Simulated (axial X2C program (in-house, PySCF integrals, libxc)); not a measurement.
## Run report: WBr, relativistic diatomic calculation

- system: WBr, single determinant with M_S = 5/2 and |Λ| = 0.
- method: PBE50, spin-free X2C-1e, W dyall-cv3z, Br dyall-cv3z (cores contracted) (axial X2C program (in-house, PySCF integrals, libxc))

### Output
```
spin-free X2C-1e  PBE50
basis functions 287  fitting functions 1468  grid points 5801
iter        total energy     max residual
   1     -18749.448328706     3.31e-01
   2     -18749.454870162     1.12e-02
   3     -18749.454313501     1.76e-02
   4     -18749.455776684     8.77e-04
   5     -18749.455786894     6.18e-04
   6     -18749.455791266     9.55e-05
   7     -18749.455791699     2.32e-05
   8     -18749.455791733     7.83e-06
   9     -18749.455791738     5.01e-06
  10     -18749.455791740     1.22e-06
converged
one-electron -26914.81533442  Coulomb 8018.66383410  exact exchange -207.43106667  xc functional -213.86699860  nuclear repulsion 567.99377384
```

### The points of the curve

```csv
R (Å),E (hartree),"dipole (D; origin at the first atom, positive when the second is positive)",highest filled (eV),lowest empty (eV)
2.099,−18749.416645,−2.21,−6.50,−1.26
2.196,−18749.439729,−2.64,−6.74,−1.42
2.268,−18749.449460,−2.97,−6.92,−1.55
2.341,−18749.454423,−3.30,−7.10,−1.68
2.413,−18749.455792,−3.65,−7.27,−1.82
2.498,−18749.454058,−4.05,−7.45,−1.99
2.582,−18749.449776,−4.46,−7.62,−2.15
2.691,−18749.441809,−4.99,−7.81,−2.37
2.823,−18749.429918,−5.64,−7.97,−2.64
3.016,−18749.411062,−6.56,−8.05,−3.01
3.282,−18749.385945,−7.65,−7.93,−3.49
3.619,−18749.360188,−7.61,−7.67,−3.91
```

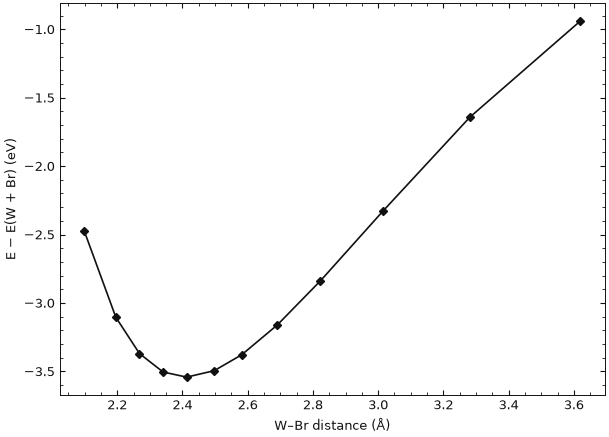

*Energy at 12 bond lengths, for one set of occupations held fixed; the line joins the points.*

A polynomial of degree 6 through 9 points gives rₑ = 2.410 Å, ωₑ = 262.3 cm⁻¹, ωₑxₑ = 0.53 cm⁻¹ and Bₑ = 0.05255 cm⁻¹. The minimum lies 3.54 eV below W + Br, each computed as one determinant at the same level.

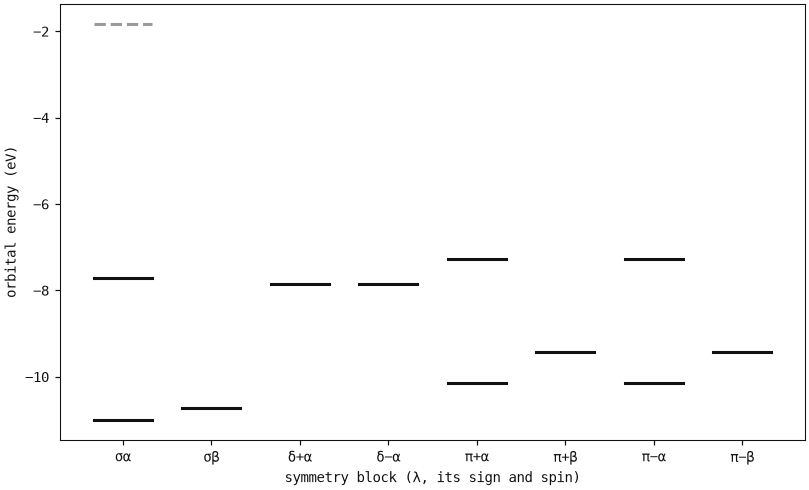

*Orbital energies near the frontier at 2.41 Å, filled (solid) and empty (dashed); a label such as π−α means λ = −1 and α spin.*

The highest filled orbital (π+α; 65 % W d, 24 % Br p) lies at −7.27 eV, the lowest empty one (σα; 39 % W d, 38 % W p) at −1.82 eV.

### Input
```
{"zs": [74, 35], "q": 0, "bas": ["dyall-cv3z", "dyall-cv3z"], "levels": ["PBE0", "HF", "BLYP", "PBE50", "LDA"], "cc": true, "r0": 2.51, "thr": -2.0, "nmax": 140}
```

The line is the task of a batch: nuclear charges, charge, bases, the levels to run, a first guess of the distance and further settings. This report covers PBE50 without spin-orbit coupling. The log is that of the reference distance 2.413 Å.

The run was one of a batch that the task file lists, launched with:
```bash
python <driver script> task.json out
```

### Results in brief

- outcome: converged
- bond length rₑ: 2.410 Å
- ωₑ: 262.3 cm⁻¹
- energy at the minimum: −18749.45579 hartree
- depth below the fragments: 3.54 eV
- largest ⟨S²⟩ along the curve: 9.04
- hardware: 2 CPU threads, shared host
- wall time: 49 s (CPU time 99 s)
